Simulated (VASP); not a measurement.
Band structure of HfSi$_{2}$ (space group Cmcm). Method: PBE GGA, VASP's PBE PAW potentials (set 64) (plane waves; VASP 6.6.1).

Unless said otherwise, spin-orbit coupling is left out, though it shifts the bands of the heavy elements here.

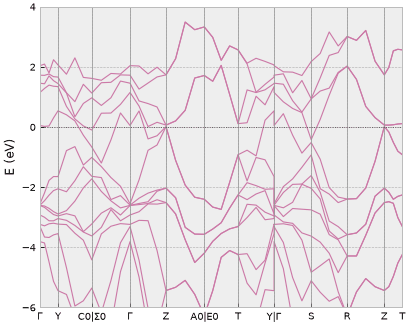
Bands along high-symmetry lines, zero at the valence-band maximum or, without a gap, the Fermi level

Task: Read the plot: is there a gap, and where are the band edges?

Result: It has no gap at this level: it comes out as a metal or semimetal.

The structure comes from a computed database's HfSi2 entry (Cmcm); how it stands against other phases isn't given here. The cell was not relaxed at this level.
